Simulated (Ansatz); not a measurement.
**SiNH2F (SMILES N[Si]F): levels of theory compared**

Aim: a comparison of 6 runs (BLYP/STO-3G, CAM-B3LYP/STO-3G, UB3LYP/STO-3G, MP2/STO-3G, CCSDT/STO-3G, CCSDTQ/STO-3G) of SiNH2F. 

The results are computed with Ansatz 0.2.0.

69 further runs of the same task are left out: 69 set aside as unsound or not needed.

## (1) The molecule

The species is SiNH2F (5 atoms), meant as a singlet with charge 0. As SMILES, `N[Si]F`. The H4–N1 distance was set to 1.516 Å, away from the relaxed value. At this shape a bond of the SMILES string is far longer than usual.

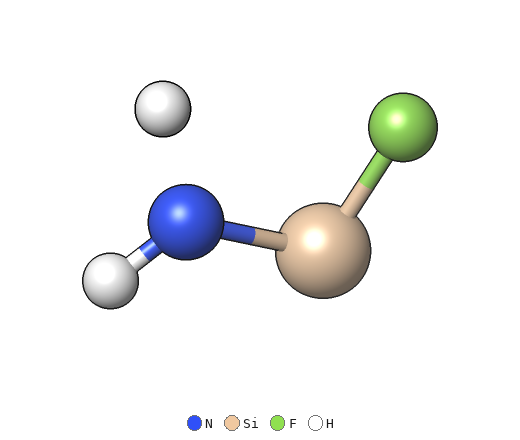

The structure, seen from a chosen angle (nitrogen blue, silicon light orange, fluorine green, hydrogen white).

## (2) The energy at BLYP/STO-3G (run 1)

The input, input.yaml:

```yaml
basis:
  gaussian:
    orbitals: STO-3G
crystal:
  periodic: [false, false, false]
  atoms:
    - {symbol: N, position_ang: [-0.674626, -0.194608, -0.286204]}
    - {symbol: Si, position_ang: [-0.117226, -1.568308, 0.549996]}
    - {symbol: F, position_ang: [1.312074, -0.983508, 1.046396]}
    - {symbol: H, position_ang: [0.085400, 1.109600, -0.420900]}
    - {symbol: H, position_ang: [-1.569026, -0.175608, -0.751104]}
hamiltonian:
  xc: {name: BLYP}
accuracy: high
```

Run with:

```bash
$ ansatz run input.yaml --threads 1 --pin off --max-ram 2610MiB --events-out events.jsonl --progress --plain --runs-dir runs
```

What it wrote:

```text
Warning: RAYON_NUM_THREADS=1 ignored (pool sized by the plan → 1); use --threads N
Functional definition: BLYP
  name "BLYP"
  parameter beta = 0.0042
  parameter a = 0.04918
  parameter b = 0.132
  parameter c = 0.2533
  parameter d = 0.349
  exchange = b88_x(beta = beta)
  correlation = lyp_c(a = a, b = b, c = c, d = d)
383 factors; integrals over basis functions are off by at most 2.8e-8 eV
mean field evaluation 1: about -11959.7022 eV, gradient 2.5e1 eV
mean field evaluation 2: about -11938.8928 eV, gradient 8.5e1 eV
mean field evaluation 4: about -11961.8731 eV, gradient 2.1e0 eV
mean field evaluation 8: about -11961.8299 eV, gradient 8.9e-2 eV
mean field evaluation 16: about -11961.8300 eV, gradient 7.4e-7 eV
mean field -11961.82998211 eV, -439.5891438231 hartree, gradient 2.4e-8 eV, S^2 0.000000; 0 other end points of the search recorded, 0 dependent functions left out
reference -11961.83001798 eV, -439.5891451412 hartree; 16, 16 occupied and 5, 5 virtual orbitals, 383 factors
Total energy: -11961.83001798 eV, -439.5891451412 hartree
```

Wall time 1.2 s (1 thread of Arm Neoverse V1, shared host); peak memory 0.096 GiB.

## (3) The energy at CAM-B3LYP/STO-3G (run 2)

The input, molecule.yaml:

```yaml
crystal:
  periodic: [false, false, false]
  atoms:
    - symbol: N
      position_ang: [-0.674626, -0.194608, -0.286204]
    - symbol: Si
      position_ang: [-0.117226, -1.568308, 0.549996]
    - symbol: F
      position_ang: [1.312074, -0.983508, 1.046396]
    - symbol: H
      position_ang: [0.085400, 1.109600, -0.420900]
    - symbol: H
      position_ang: [-1.569026, -0.175608, -0.751104]
basis:
  gaussian:
    orbitals: STO-3G
hamiltonian:
  xc: {name: CAM-B3LYP}
accuracy: high
```

Run with:

```bash
$ ansatz run molecule.yaml --threads 1 --pin off --max-ram 2610MiB --events-out events.jsonl --progress --plain --runs-dir runs
```

What it wrote:

```text
Warning: RAYON_NUM_THREADS=1 ignored (pool sized by the plan → 1); use --threads N
Functional definition: CAM-B3LYP
  name "CAM-B3LYP"
  parameter alpha = 0.19
  parameter beta = 0.46
  parameter omega = 0.33/bohr
  parameter ac = 0.81
  exchange = (1 - alpha - beta)*b88_x + beta*b88_x_sr(omega) + alpha*exact_x + beta*exact_x_lr(omega)
  correlation = (1 - ac)*vwn5_c + ac*lyp_c
383 factors; integrals over basis functions are off by at most 2.8e-8 eV
164 factors; integrals over basis functions are off by at most 7.7e-10 eV
mean field evaluation 1: about -11959.2345 eV, gradient 2.4e1 eV
mean field evaluation 2: about -11958.8665 eV, gradient 2.9e1 eV
mean field evaluation 4: about -11961.3770 eV, gradient 7.8e-1 eV
mean field evaluation 8: about -11961.3409 eV, gradient 7.1e-3 eV
mean field evaluation 16: about -11961.3409 eV, gradient 4.9e-8 eV
mean field -11961.34089716 eV, -439.5711702825 hartree, gradient 4.8e-8 eV, S^2 0.000000; 0 other end points of the search recorded, 0 dependent functions left out
reference -11961.34091003 eV, -439.5711707555 hartree; 16, 16 occupied and 5, 5 virtual orbitals, 383 factors
Total energy: -11961.34091003 eV, -439.5711707555 hartree
```

Wall time 1.4 s (1 thread of Arm Neoverse V1, shared host); peak memory 0.098 GiB.

Run 3 isn't shown in full; the table further down has it.

## (4) A single-point energy at MP2/STO-3G (run 4)

The input, input.yaml:

```yaml
crystal:
  periodic: [false, false, false]
  atoms:
    - {symbol: "N", position_ang: [-0.674626, -0.194608, -0.286204]}
    - {symbol: Si, position_ang: [-0.117226, -1.568308, 0.549996]}
    - {symbol: F, position_ang: [1.312074, -0.983508, 1.046396]}
    - {symbol: H, position_ang: [0.085400, 1.109600, -0.420900]}
    - {symbol: H, position_ang: [-1.569026, -0.175608, -0.751104]}
basis:
  gaussian:
    orbitals: STO-3G
correlation:
  method: mp2
  frozen_orbitals: {F: 1, H: 0, "N": 1, Si: 5}
accuracy: high
```

Run with:

```bash
$ ansatz run input.yaml --threads 1 --pin off --max-ram 2610MiB --events-out events.jsonl --progress --plain --runs-dir runs
```

What it wrote:

```text
Warning: RAYON_NUM_THREADS=1 ignored (pool sized by the plan → 1); use --threads N
Functional definition: HF
  name "HF"
  exchange = exact_x
  correlation = 0
383 factors; integrals over basis functions are off by at most 2.8e-8 eV
mean field evaluation 1: about -11928.2457 eV, gradient 2.1e1 eV
mean field evaluation 2: about -11928.3077 eV, gradient 2.1e1 eV
mean field evaluation 4: about -11930.2262 eV, gradient 1.8e0 eV
mean field evaluation 8: about -11930.2471 eV, gradient 3.0e-4 eV
mean field -11930.24705460 eV, -438.4284926448 hartree, gradient 1.6e-8 eV, S^2 0.000000; 0 other end points of the search recorded, 0 dependent functions left out; unrestricted orbitals would lower it
mean field evaluation 16: about -11930.3028 eV, gradient 2.6e-1 eV
7 core orbitals not correlated: weight in the atoms' cores, before any rotation towards them, 1.000 or more for the frozen orbitals, at most 0.000 for the correlated occupied ones
reference -11930.24705460 eV, -438.4284926448 hartree; 9, 9 occupied and 5, 5 virtual orbitals, 383 factors
second order -3.33927515 eV of doubles, -0.00000000 eV of singles
Total energy: -11933.58632975 eV, -438.5512087431 hartree
```

It took 0.14 s on 1 thread of Arm Neoverse V1, shared host.

Run 5 isn't shown in full; the table further down has it.

## (5) A single-point energy at CCSDTQ/STO-3G (run 6)

The input, in.yaml:

```yaml
crystal:
  periodic: [false, false, false]
  atoms:
    - symbol: "N"
      position_ang: [-0.674626, -0.194608, -0.286204]
    - symbol: Si
      position_ang: [-0.117226, -1.568308, 0.549996]
    - symbol: F
      position_ang: [1.312074, -0.983508, 1.046396]
    - symbol: H
      position_ang: [0.085400, 1.109600, -0.420900]
    - symbol: H
      position_ang: [-1.569026, -0.175608, -0.751104]
basis:
  gaussian: {orbitals: STO-3G}
total_charge: 0
correlation: {method: ccsdtq, frozen_orbitals: {F: 1, H: 0, "N": 1, Si: 5}}
accuracy: high
scf: {omitted_lower_state_checks: [cluster_reference, increment]}
```

Run with:

```bash
$ ansatz run in.yaml --threads 1 --pin off --max-ram 2610MiB --events-out events.jsonl --progress --plain --runs-dir runs
```

What it wrote:

```text
Warning: RAYON_NUM_THREADS=1 ignored (pool sized by the plan → 1); use --threads N
[... 11 lines left out ...]
7 core orbitals not correlated: weight in the atoms' cores, before any rotation towards them, 1.000 or more for the frozen orbitals, at most 0.000 for the correlated occupied ones
[... 37 lines left out ...]
Total energy: -11934.75806915 eV, -438.5942693718 hartree
Checks for a lower state left out: cluster_reference, increment
```

Wall time 11 s (1 thread of Arm Neoverse V1, shared host); peak memory 0.15 GiB.

## (6) The series

```tsv
run	level	frozen core orbitals	energy (Eh)	wall time
1	BLYP/STO-3G	–	-439.589145	1.2 s
2	CAM-B3LYP/STO-3G	–	-439.571171	1.4 s
3	UB3LYP/STO-3G	–	-439.658513	2 s
4	MP2/STO-3G	7	-438.551209	0.14 s
5	CCSDT/STO-3G	7	-438.593776	0.44 s
6	CCSDTQ/STO-3G	7	-438.594269	11 s
```

## (7) Outcome

| quantity | value |
| --- | --- |
| run 6: total energy | -438.59427 Eh |
| run 6: correlation energy (7 core orbitals frozen) | -165.8 mEh |
| run 6: T1 diagnostic | 0.024 |

**Reading.** Totals of different functionals can't be ranked against each other. In runs 4, 5, 6 the log says that unrestricted orbitals would lower the reference, so the values rest on an unstable closed-shell determinant (other closed-shell runs at this shape may share the fault). In runs 1, 2, 3, 4, 5, 6 the basis is minimal, so the values are rough. All runs together took 16 s, the longest 11 s.
